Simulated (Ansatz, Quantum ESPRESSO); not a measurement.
# Predicting the next point of a tunnelling series: vacuum gaps between two Rh(111) faces

Method. Quantum ESPRESSO 7.5 (pw.x, pwcond.x), PBEsol, GBRV ultrasoft; geometry as built. T is the transmission per spin at the Fermi level, averaged over the mesh across the current, in a cell of 6.35 Å². The series steps the width of the vacuum gap.

```
width (Å)       T
      3.5   0.821
      4.5    0.21
      5.5  0.0242
```

**Question.** What is T at 6.5 Å?

**Worked estimate.** In the tunnelling regime ln T falls linearly. The last two rows give a slope of ln(0.21/0.0242)/(5.5 − 4.5) = 2.161 per Å, so T(6.5) ≈ 0.0242 × exp(−2.161 × 1) = 0.00279.

**Check.** T = 0.00239; the estimate is 1.16 times that. The slope over the last interval is 2.314: the same within 8 %. Points of the mesh with over 2.5 times the mean carry 56 % of this T, so the value leans on the mesh. A second code, Ansatz 0.2.0, gives 0.00245.

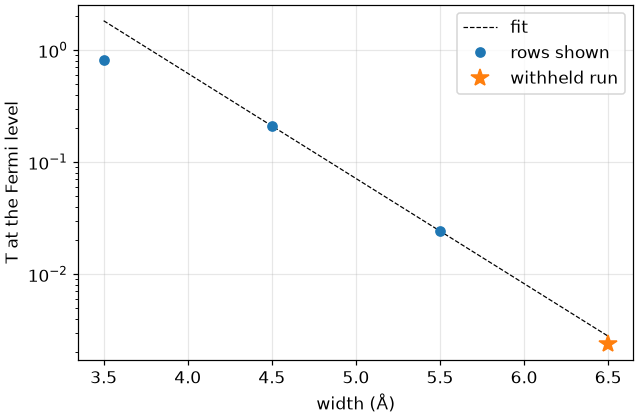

The rows shown, the fit and the withheld run.

**Limits.** Short leads, unrelaxed atoms, a barrier without the image potential and an untested mesh.

[Logs are printed without paths, hosts, clocks, repeated set-up lines and the standing remarks that a program may print on its own settings, such as how far it seeks lower states.]
